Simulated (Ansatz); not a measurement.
The reference is MgS in the rock salt structure (space group Fm-3m, No. 225; a = 5.203 Å). Axes: x, y, z lie along the cube axes.

Now apply this change: tensile biaxial strain of 1.25 % in the plane normal to [111], as in epitaxy on a mismatched substrate; the out-of-plane cell vector and the atoms relax.

The values are results of r2SCAN in Ansatz (plane waves to 500 eV, PAW, without spin-orbit coupling), not measurements.

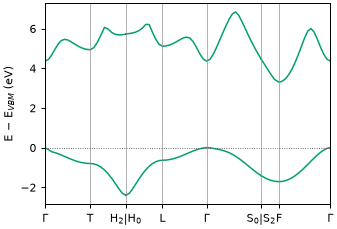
Fig. 1. Highest valence and lowest conduction band along the path of the changed cell's own zone

Question: From the figure, how large is the changed gap, and is it direct?

Answer: About 3.3 eV, indirect, Γ → F.

Stability against distortions was not tested. Labels are those of the standard path for the cell's own space group.

Ansatz is a program for electronic structure.
